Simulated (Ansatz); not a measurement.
A series of calculations on SiNH$_{3}$S$_{2}$

### Relaxation

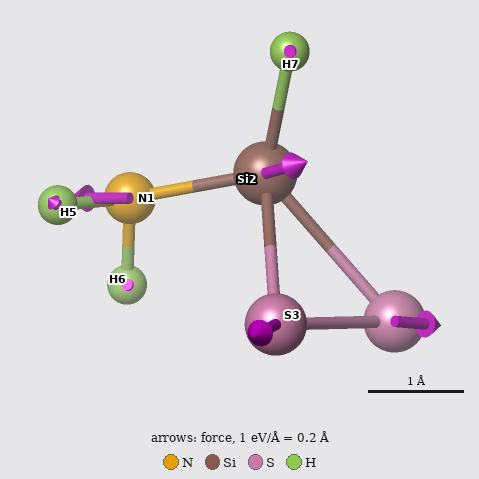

Starting geometry of SiNH$_{3}$S$_{2}$ with the computed forces as purple arrows. The picture is a ball-and-stick view, seen at a tilt.

The run prepares an end point of a later path (torsion) calculation, from a guessed geometry.

Computed with RKS LDA/cc-pVDZ (Ansatz). Settings: no spin polarisation; force threshold 0.015 eV/Å; at most 40 steps.

Question: What follows when this structure is relaxed?

Answer: It isn't relaxed: the largest force vector, on the N atom, is 4.08 eV/Å. The final displacements have little in common with the starting forces (cosine between the two patterns 0.21). The energy falls by 25.1 kcal/mol in 8 geometry steps. Largest force component: 3.2 eV/Å at the start, 0.0092 eV/Å at the end. The largest move after the best rigid fit is that of an H atom, 0.75 Å. Largest moves by element: H 0.75 Å, S 0.50 Å, Si 0.38 Å, N 0.09 Å. Near-neighbour distances that change, for instance: S–S 2.003 → 2.210 Å, N–Si 1.619 → 1.714 Å, S–Si 2.073 → 2.116 Å, H–N 1.017 → 1.027 Å. Bond angles that change, for instance: N–Si–S 102.9° → 124.4°, N–Si–H 120.6° → 108.7°, S–Si–H 107.2° → 117.1°. The run took 18 s on 1 thread of Intel(R) Xeon(R) Processor @ 2.70GHz, with other jobs on the host, peak memory 0.14 GiB.

### Relaxation

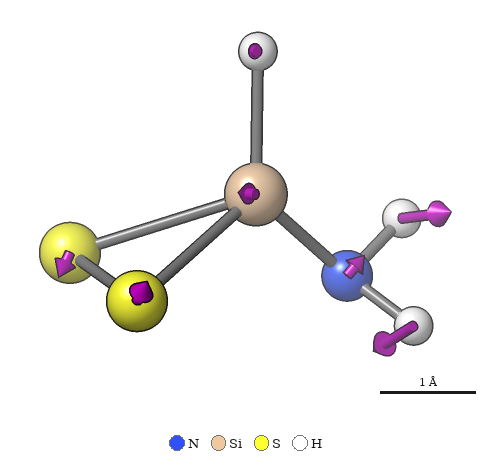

A relaxation of SiNH₃S₂. The starting structure is drawn; purple arrows show the displacements, at their true length. The two geometries are superimposed by the best rigid fit.

The picture is a ball-and-stick view, seen at a tilt.

The run prepares an end point of a later path (torsion) calculation, from a guessed geometry.

Method: RKS LDA/cc-pVDZ (Ansatz).

Input file:
```yaml
crystal:
  periodic: [false, false, false]
  atoms:
    - { symbol: "N", position_ang: [-0.7471, 0.8391, -0.463] }
    - { symbol: Si, position_ang: [0.5155, -0.1736, -0.4672] }
    - { symbol: S, position_ang: [1.18201, -0.09711, -2.49398] }
    - { symbol: S, position_ang: [2.32224, 0.66902, -1.03589] }
    - { symbol: H, position_ang: [-0.6624, 1.5513, 0.2579] }
    - { symbol: H, position_ang: [-1.6173, 0.3643, -0.2018] }
    - { symbol: H, position_ang: [0.33335, -1.62508, -0.11267] }
basis:
  gaussian: { orbitals: cc-pVDZ }
hamiltonian:
  xc: lda
relax:
  f_tol: 0.015
  max_steps: 40
output:
  orbitals: {}
```

Launched with:
```bash
ansatz run input.yaml --threads 1 --pin off --max-ram 2048MiB --backend cpu --events-out ev --progress --plain --runs-dir out
```

Q: What happened in the run?

A: Over 9 geometry steps the energy falls by 1.078 eV. Largest force component: 3.2 eV/Å at the start, 0.0083 eV/Å at the end. H6 moves most after the best rigid fit: 0.85 Å. By element the largest moves are H 0.85 Å, S 0.37 Å, N 0.30 Å, Si 0.27 Å. Some distances before and after: S3–S4 2.003 → 2.210 Å, N1–Si2 1.619 → 1.714 Å, Si2–S4 2.073 → 2.138 Å, Si2–S3 2.135 → 2.117 Å. Bond angles that change, for instance: N1–Si2–S3 102.9° → 117.5°, S3–Si2–H7 107.2° → 120.4°, N1–Si2–H7 120.6° → 108.8°.

### Path

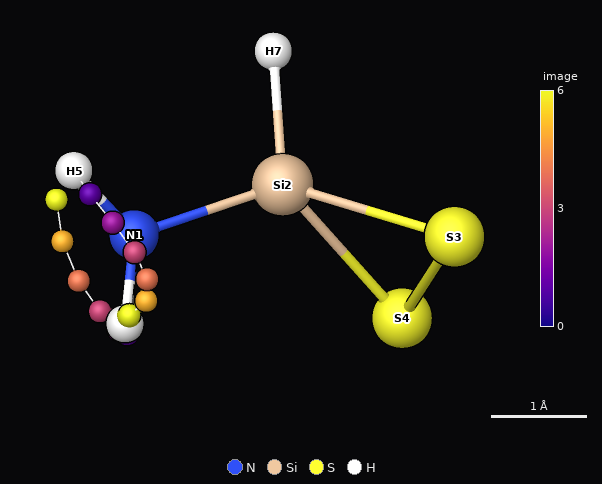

A search for the minimum-energy path of SiNH3S2 by the nudged elastic band. Images are numbered from 0 (start) to 6 (end). The start is drawn whole; smaller spheres mark the moving atoms (H) in the later images, joined by lines and coloured by the number of the image. A ball-and-stick model, seen at a tilt.

Computed with Ansatz, RKS LDA/cc-pVDZ. Run with 5 movable images; climbing image; force threshold 0.05 eV/Å; iteration limit 60; starting path by image-dependent pair potential.

**What moves, how far, and at what cost in energy?**

The motion is a rotation about the N–Si bond by about 150°. No bond forms or breaks between the ends. Bond angles that change up to the highest image, for instance: Si–N–H 118.3° → 112.5°, Si–N–H 118.5° → 112.9°. The two ends have the same energy, and the highest point, image 3, lies 0.141 eV above the start. The band is converged. At the top, the vibrational analysis gives one imaginary mode (257i cm⁻¹), as a transition state must have.

The run took 50 s on 1 thread of Intel(R) Xeon(R) Processor @ 2.70GHz (shared host), peak memory 0.14 GiB.
